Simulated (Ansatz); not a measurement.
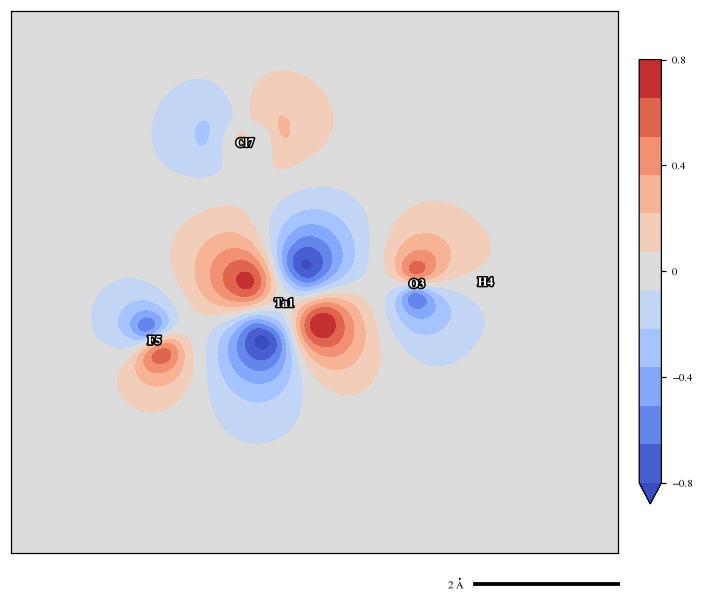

Figure. ClF$_{3}$HOTa. The LUMO on the plane of atoms O3, Ta1 and Cl7 (values in Å⁻³ᐟ²; the overall sign is arbitrary).

Core potentials replace the inner electrons of Ta.

The calculation used RKS BHLYP/def2-SVP (Ansatz).

```tsv
atom	x (Å)	y (Å)	z (Å)
Ta	-0.0554	-0.1398	-0.0143
F	1.8033	-0.2412	-0.0129
O	-0.0732	-0.2986	1.8452
H	-0.0275	-0.2825	2.7940
F	0.0917	0.2416	-1.8532
F	-1.0598	1.4232	0.1024
Cl	-1.2038	-2.0877	-0.4141
```

Where does this orbital lie, and at what energy?

By Hirshfeld shares it lies mainly on Ta1 (about 70 %), O3 (about 10 %), Cl7 (about 10 %) and F5 (about 10 %). Its energy is −1.27 eV.
